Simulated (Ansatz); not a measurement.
# Ti: response to strain

Consider Ti in the hcp (Mg type) structure (space group P6_3/mmc, No. 194; a = 2.937 Å, c = 4.641 Å; relaxed with 0.1 eV smearing).

Strains are applied to the cell and any free atomic positions relax.

The values are results of DFT with r2SCAN, PAW potentials and a 500 eV plane-wave cutoff in Ansatz (a quantum-chemistry and plane-wave program), without spin-orbit coupling, earlier PAW set, not measurements.

Notes on the quantities. energy relative to the base: free energy F.

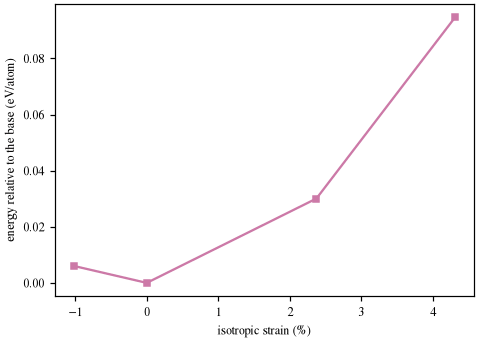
Energy relative to the base against isotropic strain

```csv
isotropic strain (%),energy relative to the base
-1.02,+6.0 meV/atom
2.37,+30 meV/atom
4.31,+95 meV/atom
```

Whether these cells are dynamically stable was not tested. The final runs are not spin-polarised.
